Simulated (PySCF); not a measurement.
SMILES CO[SiH2]C(C)(C)C at its GFN2-xTB optimised geometry (Å):

```
21

Si     0.6134     0.7765     0.0000
O      0.3973     0.0393     1.4292
C     -0.7655    -0.2552     2.1406
C     -0.1036    -0.1715    -1.5112
C      0.4394     0.4389    -2.8046
C     -1.6335    -0.0915    -1.5431
C      0.3111    -1.6438    -1.4537
H      0.0145     2.1183     0.0000
H      2.0689     0.7765     0.0000
H     -1.4277     0.6121     2.1919
H     -1.3073    -1.0839     1.6772
H     -0.4767    -0.5444     3.1524
H      0.0498    -0.0918    -3.6732
H      1.5252     0.3829    -2.8288
H      0.1539     1.4851    -2.8875
H     -1.9674     0.9432    -1.5958
H     -2.0689    -0.5453    -0.6545
H     -2.0245    -0.6176    -2.4146
H     -0.0872    -2.1892    -2.3101
H     -0.0601    -2.1183    -0.5473
H      1.3948    -1.7388    -1.4642
```

Calculation: PBE0/def2-SVP in PySCF. Cells within 0.4 Å of a nucleus heavier than hydrogen are left out (blank, or x).

Map of the Laplacian of the electron density (e/bohr⁵), clipped to [-1.50, 1.50] on the plane z = 0.0 Å:

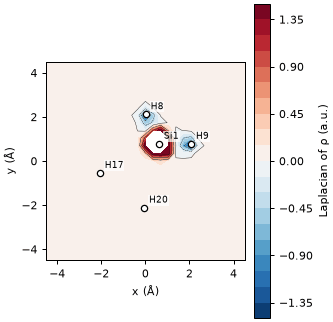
Laplacian of the electron density (e/bohr⁵), clipped to [-1.50, 1.50] on the plane z = 0.0 Å.
